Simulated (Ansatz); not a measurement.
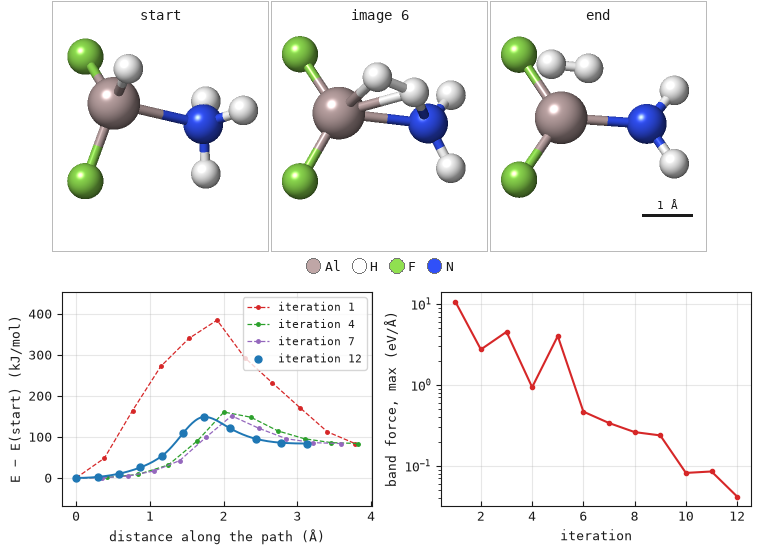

A nudged-elastic-band calculation for AlNH₄F₂. Images are numbered from 0 (start) to 10 (end). The plot follows the band through its iterations. Style: ball-and-stick. Shown at a tilt.

All numbers below come from Ansatz 0.2.0, RKS B3LYP-D4/def2-SVP. Set-up: 9 movable images; climbing image; force threshold 0.05 eV/Å; iteration limit 60; starting path through a guess of the saddle point.

**Judge this run.**

The result is final at these settings. The band converged in 12 iterations. The largest component of the band force went from 11 to 0.042 eV/Å. The climbing image converged on the top of the path. Its vibrational analysis gives one imaginary mode (1189i cm⁻¹), as a transition state must have. The first iteration put the highest image at 384.6 kJ/mol. Forward barrier 148.8 kJ/mol, backward barrier 64.9 kJ/mol, with image 6 at the top; the reaction energy is +83.9 kJ/mol.

The run took 3.9 min on 1 thread of AMD EPYC 7R43 64-Core Processor (Zen 3) (shared host), peak memory 0.16 GiB.
